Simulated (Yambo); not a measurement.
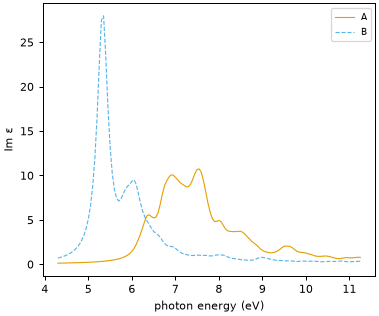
Figure: Two computed absorption spectra of BN (space group P6_3/mmc, No. 194) (Yambo, PBE bands with the same scissor, field along x)

Axes are Cartesian, with cell vectors (Å) (2.51, 0.00, 0.00), (-1.25, 2.17, 0.00), (0.00, 0.00, 6.61).

Task: Which curve includes the electron-hole attraction (BSE), and where are its main peaks?

Result: Curve B: the attraction moves weight to lower energy (centre of the plotted range 6.0 eV against 7.6 eV). Its peaks lie at 5.3 eV, 6.0 eV. Settings: 12×12×4 mesh, 5 valence and 2 conduction bands, static screening with 23 bands and a 4 Ry block, scissor 1.51 eV, Tamm-Dancoff. The scissor comes from a G0W0 run whose convergence isn't established. Broadening 0.15 eV. The band window holds all transitions up to 11.4 eV. Fine structure above the onset can come from the mesh.

Geometry relaxed with PBE+D3(BJ); primitive cell a = b = 2.505 Å, c = 6.610 Å, α = β = 90.00°, γ = 120.00°.
